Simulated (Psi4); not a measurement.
# SiCNCl2F (SMILES N#C[Si](F)(Cl)Cl) at HF/3-21G

What is the energy change on altering one bond length of SiCNCl2F at HF/3-21G? 

The results are computed with Psi4 1.11.

6 further runs of the same task are left out: 6 that didn't finish. Runs told in other sessions of the task aren't counted.

### 1 Starting point

SiCNCl2F: 6 atoms, total charge 0, spin state singlet. As SMILES, `N#C[Si](F)(Cl)Cl`. Geometry: relaxed at PBE0-D4/def2-TZVP.

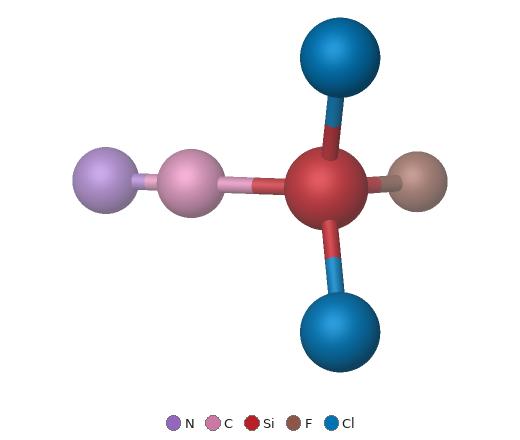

The structure, seen from a chosen angle (nitrogen purple, carbon pink, silicon red, fluorine brown, chlorine blue).

### 2 A single-point energy at HF/3-21G

File calc.py:

```python
import psi4

psi4.set_memory(2200000000)
psi4.set_num_threads(1)
psi4.set_output_file('run.log', False)

mol = psi4.geometry("""
N      3.31193401    -2.57191726     2.10553285
C      1.74440619    -1.44242795     1.10719054
Si    -0.72168641     0.39740940    -0.47129770
F     -2.78073199    -1.51537138    -1.43392418
Cl     0.79916518     2.22439662    -3.42512860
Cl    -2.27352950     2.78677912     2.03013278
units bohr
symmetry c1
""")

options = {'basis': '3-21G', 'reference': 'rhf', 'puream': True, 'e_convergence': 1e-09, 'd_convergence': 1e-08, 'scf_type': 'pk'}
psi4.set_options(options)

E, wfn = psi4.energy('scf', return_wfn=True)
print('E =', round(E, 9))
for k, v in sorted(psi4.core.scalar_variables().items()):
    print(f'{k:45s} {v:18.10f}')
```

Started as:

```console
$ python calc.py
```

run.log:

```text
[...]
  Running in c1 symmetry.
[...]
  Nuclear repulsion =  414.637220101123148
[...]
  Multiplicity = 1
[...]
  Nalpha       = 35
  Nbeta        = 35
[...]
    Number of basis functions: 66
[...]
   @RHF iter   1: -1392.73158507645394   -6.18429e-01   6.44487e-03 DIIS/ADIIS
[...]
   @RHF iter  13: -1392.83341845229529   -2.27374e-12   4.56331e-09 DIIS
[...]
    Orbital Energies [Eh]
    ---------------------
    Doubly Occupied:
       1A   -104.160943     2A   -104.160829     3A    -68.529335
       4A    -26.229427     5A    -15.577024     6A    -11.256375
       7A    -10.558621     8A    -10.558233     9A     -8.021547
      10A     -8.021428    11A     -8.016988    12A     -8.016955
      13A     -8.016821    14A     -8.016816    15A     -6.326890
      16A     -4.425100    17A     -4.423585    18A     -4.421647
      19A     -1.657369    20A     -1.297499    21A     -1.204242
      22A     -1.166443    23A     -0.862946    24A     -0.761174
      25A     -0.725492    26A     -0.715132    27A     -0.644687
      28A     -0.597300    29A     -0.593549    30A     -0.549443
      31A     -0.538659    32A     -0.536809    33A     -0.521989
      34A     -0.517829    35A     -0.511343
[...]
  @RHF Final Energy: -1392.83341845229529
   => Energetics <=
    Nuclear Repulsion Energy =            414.6372201011231482
    One-Electron Energy =               -2750.6603414191295087
    Two-Electron Energy =                 943.1897028657110695
    Total Energy =                      -1392.8334184522952910
[...]
 Multipole Moments:
 ------------------------------------------------------------------------------------
     Multipole            Electronic (a.u.)      Nuclear  (a.u.)        Total (a.u.)
 ------------------------------------------------------------------------------------
 L = 1.  Multiply by 2.5417464519 to convert [e a0] to [Debye]
 Dipole X            :         -1.7316163            1.5047054           -0.2269109
 Dipole Y            :          0.7931979           -0.5990593            0.1941387
 Dipole Z            :         -1.0564765            0.9091388           -0.1473378
 Magnitude           :                                                    0.3329967
[...]
```

Standard output:

```text
E = -1392.833418452
CURRENT ENERGY                                  -1392.8334184523
CURRENT REFERENCE ENERGY                        -1392.8334184523
DD SOLVATION ENERGY                                 0.0000000000
HF KINETIC ENERGY                                1391.4719536598
HF POTENTIAL ENERGY                             -2784.3053721121
HF TOTAL ENERGY                                 -1392.8334184523
HF VIRIAL RATIO                                     2.0009784350
NUCLEAR REPULSION ENERGY                          414.6372201011
ONE-ELECTRON ENERGY                             -2750.6603414191
PCM POLARIZATION ENERGY                             0.0000000000
PE ENERGY                                           0.0000000000
SCF ITERATION ENERGY                            -1392.8334184523
SCF ITERATIONS                                     13.0000000000
SCF TOTAL ENERGY                                -1392.8334184523
TWO-ELECTRON ENERGY                               943.1897028657
```

Run time: 4.2 s. Hardware: 1 thread of Intel Xeon Platinum 8259CL at 2.50GHz (Skylake/Cascade Lake), shared host; peak memory 0.21 GiB.

### 3 The distorted shape

File calc.in:

```
memory 2200 MB

molecule {
  0 1
  N      2.09528297    -4.03346923     4.46853710
  C      0.52775515    -2.90397993     3.47019479
  Si    -1.93833744    -1.06414258     1.89170656
  F     -3.99738302    -2.97692336     0.92908007
  Cl     0.79916518     2.22439662    -3.42512860
  Cl    -3.49018053     1.32522714     4.39313703
  units bohr
  symmetry c1
  no_reorient
  no_com
}

set basis 3-21G
set puream true
set e_convergence 1e-09
set d_convergence 1e-08
set scf_type pk

energy("scf")
```

Started as:

```console
$ psi4 -i calc.in -o calc.out -n 1
```

calc.out, cut to the lines that bear on the results:

```text
[...]
  Running in c1 symmetry.
[...]
  Nuclear repulsion =  354.778717279089847
[...]
  Multiplicity = 1
[...]
  Nalpha       = 35
  Nbeta        = 35
[...]
    Number of basis functions: 66
[...]
   @RHF iter   1: -1392.47491234361496   -1.03554e+00   7.71637e-03 ADIIS/DIIS
[...]
   @RHF iter  17: -1392.67717318449331   -5.91172e-12   3.93143e-09 DIIS
[...]
    Orbital Energies [Eh]
    ---------------------
    Doubly Occupied:
       1A   -104.207135     2A   -104.070744     3A    -68.589286
       4A    -26.268853     5A    -15.616120     6A    -11.296078
       7A    -10.604029     8A    -10.457068     9A     -8.066977
      10A     -8.062296    11A     -8.062169    12A     -7.920269
      13A     -7.917787    14A     -7.917783    15A     -6.377571
      16A     -4.475795    17A     -4.473499    18A     -4.472397
      19A     -1.694231    20A     -1.331669    21A     -1.224994
      22A     -0.998870    23A     -0.898649    24A     -0.789630
      25A     -0.754722    26A     -0.746314    27A     -0.659416
      28A     -0.621529    29A     -0.586783    30A     -0.577430
      31A     -0.560850    32A     -0.553828    33A     -0.415734
      34A     -0.415702    35A     -0.380626
[...]
  @RHF Final Energy: -1392.67717318449331
   => Energetics <=
    Nuclear Repulsion Energy =            354.7787172790898467
    One-Electron Energy =               -2630.7781092043314857
    Two-Electron Energy =                 883.3222187407480988
    Total Energy =                      -1392.6771731844933129
[...]
 Multipole Moments:
 ------------------------------------------------------------------------------------
     Multipole            Electronic (a.u.)      Nuclear  (a.u.)        Total (a.u.)
 ------------------------------------------------------------------------------------
 L = 1.  Multiply by 2.5417464519 to convert [e a0] to [Debye]
 Dipole X            :         90.0402147          -91.0269206           -0.9867059
 Dipole Y            :         26.2206284          -27.0048666           -0.7842382
 Dipole Z            :       -101.8031828          103.4026842            1.5995014
 Magnitude           :                                                    2.0364240
[...]
```

Run time: 3.6 s. Hardware: 1 thread of Intel Xeon Platinum 8259CL at 2.50GHz (Skylake/Cascade Lake), shared host; peak memory 0.21 GiB.

### 4 Results

At HF/3-21G:

```
                                                           quantity           value
                                          first shape: total energy  -1392.83342 Eh
                                         first shape: dipole moment          0.85 D
                                           first shape: HOMO energy       -13.91 eV
                                           first shape: LUMO energy         2.24 eV
                                         first shape: HOMO–LUMO gap        16.15 eV
                                      distorted shape: total energy  -1392.67717 Eh
                                     distorted shape: dipole moment          5.18 D
                                       distorted shape: HOMO energy       -10.36 eV
                                       distorted shape: LUMO energy        -3.62 eV
                                     distorted shape: HOMO–LUMO gap         6.74 eV
energy change with the Si3–Cl5 bond stretched from 2.006 to 3.611 Å        4.252 eV
```

In words: One bond (distorted shape) is far stretched, which a spin-restricted single reference describes badly; a broken-symmetry solution may lie lower. With the Si3–Cl5 bond stretched from 2.006 to 3.611 Å the energy rises by 4.25 eV (410 kJ/mol). The first shape isn't relaxed at this level, so the change isn't measured from a minimum. A restricted reference can't describe the breaking bond well at this length.
